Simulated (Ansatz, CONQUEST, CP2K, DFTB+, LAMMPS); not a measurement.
# CP2K runs on glassy 40SiO2-28Al2O3-16Li2O-16SrO (mol %) (85 atoms), part 2 of 2

Aim: run glassy 40SiO2-28Al2O3-16Li2O-16SrO (mol %) (85 atoms) in CP2K and see how near its forces come to a plane-wave reference, and at what cost.

Program: CP2K 2026.2; the method stands at each step. Banners, paths, timers and routine set-up lines are dropped from the logs unmarked, and long logs keep their key lines alone; longer cuts are marked.

So far. Step 3 (PBE, DZVP-MOLOPT-SR, 280/50 Ry, diagonalisation): Against the first run (10 %), the force difference from the reference is 18 %, at 0.63 times the CPU time: the grid matters here.

## 4. PBE, DZVP-MOLOPT-SR, 800/50 Ry, OT DIIS

Method: Kohn-Sham DFT, PBE, GTH-PBE pseudopotentials, Gaussian and plane waves, DZVP-MOLOPT-SR-GTH, orbital transformation.

The input, input.inp:

```
&GLOBAL
  PROJECT cell
  RUN_TYPE ENERGY_FORCE
  PRINT_LEVEL LOW
&END GLOBAL
&FORCE_EVAL
  METHOD QS
  STRESS_TENSOR ANALYTICAL
  &DFT
    BASIS_SET_FILE_NAME BASIS_MOLOPT
    POTENTIAL_FILE_NAME GTH_POTENTIALS
    &MGRID
      CUTOFF 800
      REL_CUTOFF 50
      NGRIDS 5
    &END MGRID
    &QS
      EPS_DEFAULT 1.0E-12
    &END QS
    &SCF
      SCF_GUESS ATOMIC
      EPS_SCF 1.0E-06
      MAX_SCF 30
      &OT
        MINIMIZER DIIS
        PRECONDITIONER FULL_ALL
        ENERGY_GAP 0.001
      &END OT
      &OUTER_SCF
        EPS_SCF 1.0E-06
        MAX_SCF 8
      &END OUTER_SCF
      &PRINT
        &RESTART OFF
        &END RESTART
      &END PRINT
    &END SCF
    &XC
      &XC_FUNCTIONAL PBE
      &END XC_FUNCTIONAL
    &END XC
    &PRINT
      &MULLIKEN ON
      &END MULLIKEN
      &HIRSHFELD ON
        SHAPE_FUNCTION DENSITY
      &END HIRSHFELD
      &MO_CUBES
        NHOMO 1
        NLUMO 4
        WRITE_CUBE F
      &END MO_CUBES
    &END PRINT
  &END DFT
  &SUBSYS
    &CELL
      A 10.51410 0.00000 0.00000
      B 0.00000 10.51410 0.00000
      C 0.00000 0.00000 10.51410
    &END CELL
    &TOPOLOGY
      COORD_FILE_NAME structure.xyz
      COORD_FILE_FORMAT XYZ
    &END TOPOLOGY
    &KIND Si
      BASIS_SET DZVP-MOLOPT-SR-GTH-q4
      POTENTIAL GTH-PBE-q4
    &END KIND
    &KIND Al
      BASIS_SET DZVP-MOLOPT-SR-GTH-q3
      POTENTIAL GTH-PBE-q3
    &END KIND
    &KIND Li
      BASIS_SET DZVP-MOLOPT-SR-GTH-q3
      POTENTIAL GTH-PBE-q3
    &END KIND
    &KIND Sr
      BASIS_SET DZVP-MOLOPT-SR-GTH-q10
      POTENTIAL GTH-PBE-q10
    &END KIND
    &KIND O
      BASIS_SET DZVP-MOLOPT-SR-GTH-q6
      POTENTIAL GTH-PBE-q6
    &END KIND
  &END SUBSYS
  &PRINT
    &FORCES ON
    &END FORCES
    &STRESS_TENSOR ON
    &END STRESS_TENSOR
  &END PRINT
&END FORCE_EVAL
```

The input, structure.xyz:

```xyz
85

[... 85 atom lines left out: the same atoms as in the first run ...]
```

Run with:

```console
$ OMP_NUM_THREADS=2 cp2k.psmp -i input.inp > output.txt
```

Numbers of over 12 decimals in the logs are rounded to 6 here.

The program printed:

```text
CP2K| version string:                                       CP2K version 2026.2
 CP2K| Input file name                                                 input.inp
 GLOBAL| Basis set file name                                        BASIS_MOLOPT
 GLOBAL| Potential file name                                      GTH_POTENTIALS
 GLOBAL| Run type                                                   ENERGY_FORCE
 GLOBAL| Total number of message passing processes                             1
 GLOBAL| Number of threads for this process                                    2
[... lines left out ...]
 Number of electrons:                                                        440
[... lines left out ...]
  Step     Update method      Time    Convergence         Total energy    Change
[... lines left out ...]
  Total energy:                                             -1041.656582
[... lines left out ...]
  Step     Update method      Time    Convergence         Total energy    Change
[... lines left out ...]
  *** SCF run converged in     4 steps ***
[... lines left out ...]
  Total energy:                                             -1041.656910
[... lines left out ...]
  outer SCF loop converged in   2 iterations or   34 steps
[... lines left out ...]
 Fermi Energy [eV] :    2.596982
[... lines left out ...]
 WARNING : did not converge in ot_eigensolver
 number of iterations          299  exceeded maximum
 current gradient / target gradient   1.7238183488553707E-005  /    1.0000000000000001E-005
       0.22117480      0.26705397      0.27066862      0.27892550
 HOMO - LUMO gap [eV] :    3.421490
 ENERGY| Total FORCE_EVAL ( QS ) energy [hartree]          -1041.656910
 FORCES| Atomic forces [hartree/bohr]
 FORCES|   Atom     x               y               z               |f|
 FORCES|      1  2.17035021E-02  1.98830963E-03  4.70266023E-03   2.22959725E-02
 FORCES|      2 -7.01889867E-03 -2.18543594E-04  1.84413787E-02   1.97331485E-02
 FORCES|      3 -9.48563934E-03  6.04173881E-05  1.03442689E-02   1.40351311E-02
[...]
FORCES|     84  2.40985553E-02 -9.47948609E-03 -1.08249522E-02   2.80674297E-02
 FORCES|     85  1.29543280E-02 -2.85354542E-03  6.25186587E-03   1.46643501E-02
 FORCES| Sum     3.64088402E-03 -4.62418846E-04 -2.66684100E-03
 FORCES| Total atomic force                                       4.53672884E-03
 STRESS| Analytical stress tensor [bar]
 STRESS|                        x                   y                   z
 STRESS|      x       -3.24834398507E+03   8.36187157420E+03   4.30757712800E+03
 STRESS|      y        8.36187157420E+03   1.42630371086E+04  -9.04533003884E+02
 STRESS|      z        4.30757712800E+03  -9.04533003884E+02   3.82185323553E+04
 STRESS| 1/3 Trace                                             1.64110751596E+04
```

Wall time 12 min (2 threads of Intel Xeon Platinum 8259CL at 2.50GHz (Skylake/Cascade Lake), shared host); peak memory 2.3 GiB.

The solver for the empty levels stopped short of its threshold, so the gap is rough; its iterations count in the time.

Against the reference:

```yaml
r_m_s_force_component: 0.693 eV/Å
r_m_s_difference_of_force_components: 68.53 meV/Å
longest_difference_of_force_vectors: 316.2 meV/Å
force_difference_over_r_m_s_force: 10.12 %
slope_of_forces_against_the_reference_s: 1.019
correlation_of_force_components: 0.9953
spacing_of_highest_filled_and_lowest_empty_level: 3.421 eV
gap_difference: -0.0876 eV
pressure: 1.641 GPa
pressure_difference: 0.0435 GPa
energy_less_the_same_level_run_s: 0 meV/atom
r_m_s_force_difference_from_the_same_level_run: 0.083 meV/Å
```

Against the first run (10 %), the force difference from the reference is 10 %, at 1.9 times the CPU time (34 SCF steps against 16): another solver or mixer reaches the same state.

## 5. All runs compared

Differences are against the plane-wave reference, forces as r.m.s. over components; share is that over the reference's r.m.s. force, slope the least-squares factor from reference forces to these. Total energies of different programs have different zeros and aren't compared.

| run | Δ force, r.m.s. (meV/Å) | share (%) | slope | Δ pressure (GPa) | Δ gap (eV) | cores | CPU time | memory (GiB) |
| --- | --- | --- | --- | --- | --- | --- | --- | --- |
| reference | - | - | - | - | - | 4 | 68 s | 1.6 |
| CP2K PBE, DZVP-MOLOPT-SR, 800/50 Ry, diagonalisation | 68.5 | 10.1 | 1.019 | 0.0435 | -0.0877 | 2 | 12 min | 4.1 |
| CP2K PBE, DZVP-MOLOPT-SR, 280/50 Ry, diagonalisation (coarse) | 121 | 17.9 | 1.024 | 0.258 | -0.0977 | 2 | 7.3 min | 1.2 |
| CP2K PBE, DZVP-MOLOPT-SR, 800/50 Ry, OT DIIS | 68.5 | 10.1 | 1.019 | 0.0435 | -0.0876 | 2 | 22 min | 2.3 |

Rows marked coarse were listed beforehand as settings not expected to be converged; some can still land near the reference.

CPU time is summed over cores on a shared host, where runs went side by side, so it is rough. Symmetry, cutoffs, thresholds, outputs and thread counts weren't matched or tuned between programs; memory under MPI is the largest rank's times the ranks.

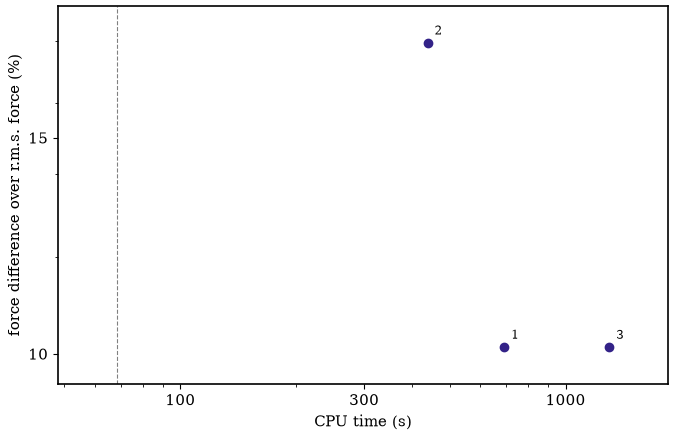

Force difference against CPU time; the dashed line marks the reference's time. Points: 1 CP2K PBE, DZVP-MOLOPT-SR, 800/50 Ry, diagonalisation; 2 CP2K PBE, DZVP-MOLOPT-SR, 280/50 Ry, diagonalisation; 3 CP2K PBE, DZVP-MOLOPT-SR, 800/50 Ry, OT DIIS.

Mean charges by element (e), by run and scheme:

| run | scheme | Si | Al | Li | Sr | O |
| --- | --- | --- | --- | --- | --- | --- |
| reference | Löwdin | +1.70 | +1.28 | +0.83 | +1.85 | -0.90 |
| CP2K PBE, DZVP-MOLOPT-SR, 800/50 Ry, diagonalisation | Mulliken | +0.71 | +1.06 | +0.67 | +1.28 | -0.66 |
| CP2K PBE, DZVP-MOLOPT-SR, 800/50 Ry, diagonalisation | Hirshfeld | +0.51 | +0.48 | +0.26 | +0.67 | -0.34 |
| CP2K PBE, DZVP-MOLOPT-SR, 800/50 Ry, OT DIIS | Mulliken | +0.71 | +1.06 | +0.67 | +1.28 | -0.66 |
| CP2K PBE, DZVP-MOLOPT-SR, 800/50 Ry, OT DIIS | Hirshfeld | +0.51 | +0.48 | +0.26 | +0.67 | -0.34 |

The reference's Löwdin charges lack the electrons that the projection spills, 0.057 e an atom on average.

Within one program, basis, potentials and functional, energies share a zero. Each run against its twin at the usual cutoff or grid and solver:

| run | twin | Δ energy (meV/atom) | Δ force, r.m.s. (meV/Å) | CPU time over the twin's |
| --- | --- | --- | --- | --- |
| CP2K PBE, DZVP-MOLOPT-SR, 280/50 Ry, diagonalisation | DZVP-MOLOPT-SR, 800/50 Ry, diagonalisation | -4.98 | 104 | 0.63 |
| CP2K PBE, DZVP-MOLOPT-SR, 800/50 Ry, OT DIIS | DZVP-MOLOPT-SR, 800/50 Ry, diagonalisation | 0 | 0.083 | 1.9 |

## 6. Summary of results

```yaml
nearest_in_forces: a tie at 10 % of 2 runs: CP2K PBE, DZVP-MOLOPT-SR, 800/50 Ry, diagonalisation; CP2K PBE, DZVP-MOLOPT-SR, 800/50 Ry, OT DIIS
```

**Reading.** The PBE runs in local orbitals, coarse settings apart, differ by 10 % in each run; basis, grid and potentials can all enter. Runs with settings chosen to be coarse differ by 18 % (CP2K PBE, DZVP-MOLOPT-SR, 280/50 Ry, diagonalisation), their programs' other errors included. None of the electronic-structure runs in the table takes under half the reference's CPU time of 68 s; they take 6.4 to 19 times as much. At the same functional, gaps differ from the reference's 3.51 eV by between -0.10 and -0.09 eV. Charges hang on scheme and program or settings: among these rows the mean for Si runs from +0.51 to +1.70 e. The quench rate of 6 K/ps is many orders above laboratory rates, so the cell is likely richer in defects and strain than a real sample. The network of bonds at the start is that of the classical potential that made the cell, and needn't be the one that DFT or experiment would give. The reference's stress is far from hydrostatic: its diagonal is -0.4, 1.4, 3.8 GPa, compression counted positive. The reference's pressure of 1.6 GPa belongs to a cell and atoms that aren't relaxed at this level. The electronic-structure runs sample only Γ, in a cell whose shortest periodic width is 11 Å.

[Also dropped from logs without a mark: logging warnings of Python, and SIESTA's first energy breakdown and zero terms.]

[Logs are printed without paths, hosts, clocks, repeated set-up lines and the standing remarks that a program may print on its own settings, such as how far it seeks lower states.]

[Hosts, paths, dates, database ids (printed as entryN), source tags and the programs' standing remarks are cut or masked in the printed files.]
